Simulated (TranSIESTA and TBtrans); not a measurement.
Device: Sn chain with one S atom inserted. Leads: straight Sn chain, spacing 2.75 Å. Geometry: 3 atoms about the centre moved by SIESTA (PBE, DZP) to a largest force of 0.01 eV/Å, all others as built, motion along the axis alone.

Computed with TranSIESTA and TBtrans, PBE, DZP numerical orbitals (energy shift 0.15 eV), PseudoDojo norm-conserving scalar-relativistic potentials, mesh cutoff 200 Ry, 300 K, no spin polarisation, no spin-orbit coupling; self-consistent non-equilibrium Green functions.

Energies count from the leads' Fermi level. Transmissions are for one spin of a degenerate pair. The energy step is 0.01 eV; narrower resonances are cut or missed.

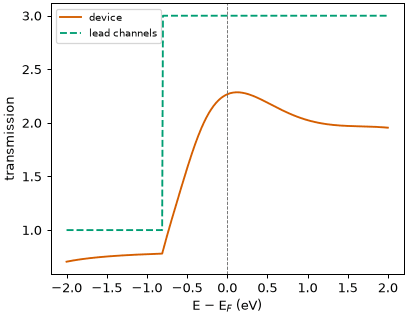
Transmission against energy

```
E (eV)     T  lead channels
------  ----  -------------
-2.00   0.71              1
-1.80   0.73              1
-1.60   0.75              1
-1.40   0.76              1
-1.20   0.77              1
-1.00   0.78              1
-0.80   0.81      band edge
-0.60   1.33              3
-0.40   1.80              3
-0.20   2.13              3
0.00    2.27              3
0.20    2.28              3
0.40    2.23              3
0.60    2.15              3
0.80    2.08              3
1.00    2.03              3
1.20    1.99              3
1.40    1.98              3
1.60    1.97              3
1.80    1.96              3
2.00    1.96              3
```

The straight chain is held at its spacing; free chains may zigzag or dimerise. No spin-polarised start was tried, so a magnetic state, if there is one, is missed.
